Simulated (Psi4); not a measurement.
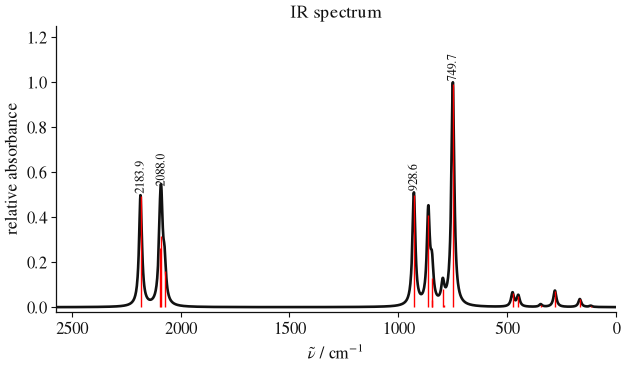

Unscaled harmonic wavenumbers and double-harmonic intensities, BP86/def2-SVP, Psi4, at a geometry relaxed at this level, isolated molecule. Modes within 2 cm⁻¹ of each other count as one line, with their intensities summed. Lorentzian lines of 16 cm⁻¹ full width. Close modes add up in the curve.

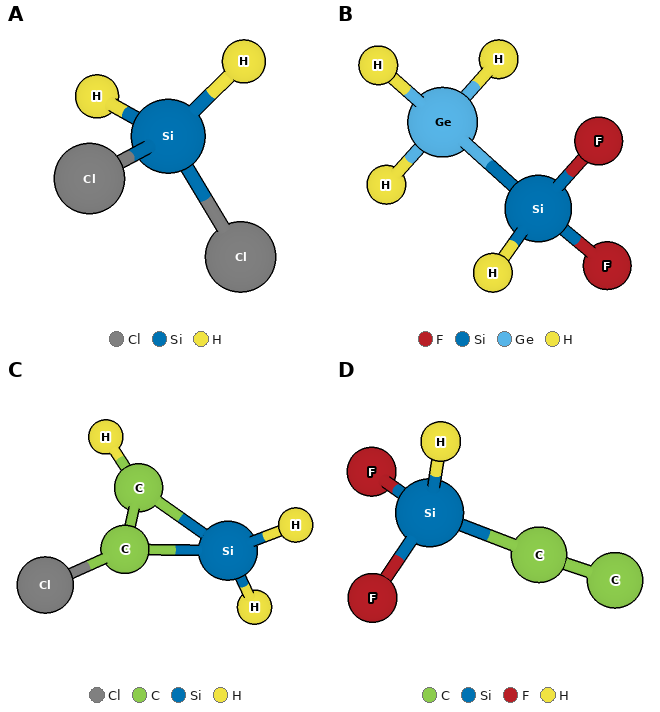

### Whose IR spectrum is this? The candidates are drawn in the second picture. Charge and spin: A neutral singlet; B neutral singlet; C neutral singlet; D neutral doublet.

Structure B, GeSiH₄F₂, SMILES F[SiH](F)[GeH3], singlet. It has its most intense lines at 749.7, 928.6 and 2183.9 cm⁻¹.

Known limits of this run: double-zeta basis.
